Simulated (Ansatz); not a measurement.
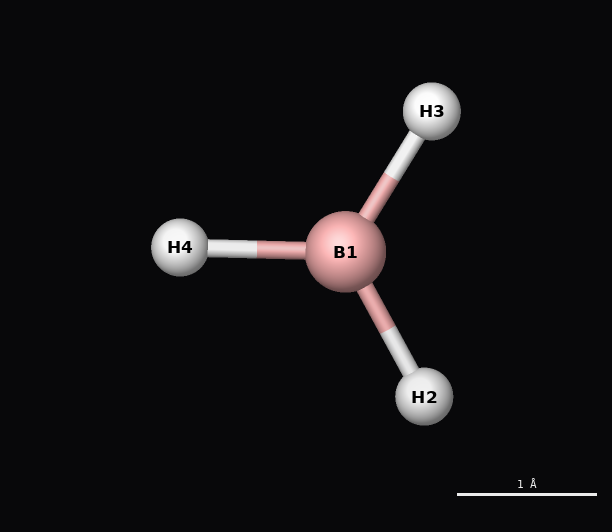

Numbered structure. Computed geometry: PBE0-D4/def2-TZVP optimisation.

### What is the geometry at B1?

B1 has 3 neighbours (H2 at 1.19, H3 at 1.19, H4 at 1.19 Å); the arrangement is trigonal planar.
